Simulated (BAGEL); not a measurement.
**SiO2 (silicon dioxide molecule) at B3LYP/cc-pVTZ (density fitting with cc-pvqz-jkfit)**

Aim: the energy change on altering one bond length of SiO2 (silicon dioxide molecule) at B3LYP/cc-pVTZ (density fitting with cc-pvqz-jkfit), from 2 runs. 

The results are computed with BAGEL 1.2.2.

2 further runs of the same task are left out: 2 that didn't finish. Runs told in other sessions of the task aren't counted.

**1. The molecule**

The species is SiO2 (3 atoms), meant as a singlet with charge 0. As SMILES, `O=[Si]=O`. The shape is that of a PBE0-D4/def2-TZVP optimisation.

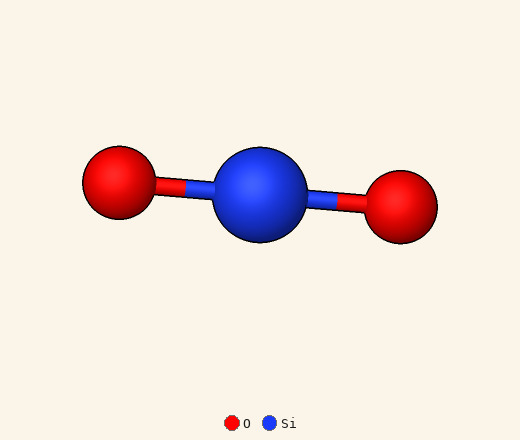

The structure, seen from a chosen angle (oxygen red, silicon blue).

**2. The energy at B3LYP/cc-pVTZ (density fitting with cc-pvqz-jkfit)**

job.json reads:

```json
{ "bagel": [

{
  "title": "molecule",
  "basis": "cc-pvtz.json",
  "df_basis": "cc-pvqz-jkfit",
  "angstrom": true,
  "geometry": [
    { "atom": "O", "xyz": [       0.697730,       1.229600,       0.518760 ] },
    { "atom": "Si", "xyz": [      -0.000010,       0.000000,       0.000000 ] },
    { "atom": "O", "xyz": [      -0.697730,      -1.229610,      -0.518760 ] }
  ]
},

{ "title": "ks", "xc_func": "b3lyp" },

{ "title": "print", "file": "orbitals.molden", "orbitals": true }

]}
```

The basis set cc-pVTZ is read from a file made from the Basis Set Exchange's data (not shown).

Started as:

```sh
$ BAGEL_NUM_THREADS=1 BAGEL job.json > job.out
```

The program printed:

```text
* using 1 threads per process

  ===============================================================
  ===============================================================

  *** Geometry ***

  { "atom" : "O", "xyz" : [      1.318519,      2.323607,      0.980314 ] },
  { "atom" : "Si", "xyz" : [     -0.000019,      0.000000,      0.000000 ] },
  { "atom" : "O", "xyz" : [     -1.318519,     -2.323626,     -0.980314 ] },

  Number of auxiliary basis functions:      360

  Since a DF basis is specified, we compute 2- and 3-index integrals:
    o Being stored without compression. Storage requirement is 0.025 GB

  Number of basis functions:       94
  Number of electrons      :       30

    * METHOD: MOLECULE                             0.12

  *** Kohn-Sham DFT ***

    * Removing 3702 points whose weight is below 1.00e-10
    * Grid points: 41016

  === Nuclear Repulsion ===
    89.9564389481

       - DIIS with orbital gradients will be used.

  === KS iteration (b3lyp / cc-pvtz.json) ===
      0       -407.26525831          0.12617104           0.15
      1       -377.69512817          0.25986851           0.12
      2       -397.52068388          0.16519941           0.11
      3       -432.85140929          0.10184086           0.11
      4       -438.85597093          0.05032874           0.11
      5       -439.51438712          0.03623774           0.11
      6       -439.73328894          0.02848367           0.12
      7       -439.93984442          0.01573382           0.12
      8       -440.02296259          0.00562162           0.12
      9       -440.03091213          0.00274609           0.12
     10       -440.03361571          0.00020253           0.12
     11       -440.03363398          0.00001784           0.11
     12       -440.03363413          0.00000404           0.12
     13       -440.03363414          0.00000016           0.11
     14       -440.03363414          0.00000002           0.12
     15       -440.03363414          0.00000001           0.12
     16       -440.03363414          0.00000000           0.12
    * SCF iteration converged.

    * Permanent dipole moment:
           (    0.000020,    -0.000010,    -0.000000) a.u.

    * METHOD: KS                                   2.15

    * METHOD: PRINT                                0.01

  ===============================================================
```

Run time: 2.5 s. Hardware: 1 thread of Arm Neoverse V2, shared host; peak memory 0.21 GiB.

**3. The distorted shape at the same level**

input.json reads:

```json
{ "bagel": [

{
  "title": "molecule",
  "basis": "cc-pvtz.json",
  "df_basis": "cc-pvqz-jkfit",
  "angstrom": true,
  "geometry": [
    { "atom": "O", "xyz": [    0.907039,    1.598457,    0.674378 ] },
    { "atom": "Si", "xyz": [   -0.000010,    0.000000,    0.000000 ] },
    { "atom": "O", "xyz": [   -0.697730,   -1.229610,   -0.518760 ] }
  ]
},
{ "title": "ks", "xc_func": "b3lyp" },
{ "title": "print", "file": "orbitals.molden", "orbitals": true }

]}
```

The basis set cc-pVTZ is read from a file made from the Basis Set Exchange's data (not shown).

Started as:

```sh
$ BAGEL_NUM_THREADS=1 BAGEL input.json > input.out
```

The program printed:

```text
* using 1 threads per process

  ===============================================================
  ===============================================================

  *** Geometry ***

  { "atom" : "O", "xyz" : [      1.714055,      3.020646,      1.274390 ] },
  { "atom" : "Si", "xyz" : [     -0.000019,      0.000000,      0.000000 ] },
  { "atom" : "O", "xyz" : [     -1.318519,     -2.323626,     -0.980314 ] },

  Number of auxiliary basis functions:      360

  Since a DF basis is specified, we compute 2- and 3-index integrals:
    o Being stored without compression. Storage requirement is 0.025 GB

  Number of basis functions:       94
  Number of electrons      :       30

    * METHOD: MOLECULE                             0.12

  *** Kohn-Sham DFT ***

    * Removing 3346 points whose weight is below 1.00e-10
    * Grid points: 41372

  === Nuclear Repulsion ===
    79.4081368213

       - DIIS with orbital gradients will be used.

  === KS iteration (b3lyp / cc-pvtz.json) ===
      0       -402.45617139          0.11942132           0.16
      1       -311.99166461          0.31216227           0.12
      2       -398.09721410          0.12981571           0.12
      3       -402.32328315          0.09357492           0.12
      4       -414.38632208          0.09445303           0.12
      5       -439.35500933          0.03683534           0.12
      6       -437.07056860          0.09581892           0.12
      7       -438.86184659          0.05882593           0.12
      8       -439.73231510          0.02600526           0.12
      9       -439.89581972          0.01104964           0.12
     10       -439.93043682          0.00549564           0.12
     11       -439.94128985          0.00082800           0.13
     12       -439.94149562          0.00036740           0.12
     13       -439.94154513          0.00006966           0.12
     14       -439.94154661          0.00002770           0.12
     15       -439.94154686          0.00000253           0.12
     16       -439.94154687          0.00000140           0.13
     17       -439.94154687          0.00000059           0.12
     18       -439.94154687          0.00000017           0.12
     19       -439.94154687          0.00000016           0.12
     20       -439.94154687          0.00000002           0.13
     21       -439.94154687          0.00000001           0.12
     22       -439.94154687          0.00000000           0.12
    * SCF iteration converged.

    * Permanent dipole moment:
           (    0.158946,     0.280062,     0.118158) a.u.

    * METHOD: KS                                   3.01

    * METHOD: PRINT                                0.02

  ===============================================================
```

Run time: 3.6 s. Hardware: 1 thread of Arm Neoverse V2, shared host; peak memory 0.21 GiB.

**4. Results**

At B3LYP/cc-pVTZ (density fitting with cc-pvqz-jkfit):

| quantity | value |
| --- | --- |
| first shape: total energy | -440.03363 Eh |
| first shape: dipole moment | 0.00 D |
| first shape: HOMO energy | -9.56 eV |
| first shape: LUMO energy | -3.59 eV |
| first shape: HOMO–LUMO gap | 5.97 eV |
| distorted shape: total energy | -439.94155 Eh |
| distorted shape: dipole moment | 0.87 D |
| distorted shape: HOMO energy | -8.52 eV |
| distorted shape: LUMO energy | -4.71 eV |
| distorted shape: HOMO–LUMO gap | 3.81 eV |
| energy change with the O1–Si2 bond stretched from 1.506 to 1.958 Å | 2.506 eV |

In words: With the O1–Si2 bond stretched from 1.506 to 1.958 Å the energy rises by 2.51 eV (242 kJ/mol). The first shape isn't relaxed at this level, so the change isn't measured from a minimum.
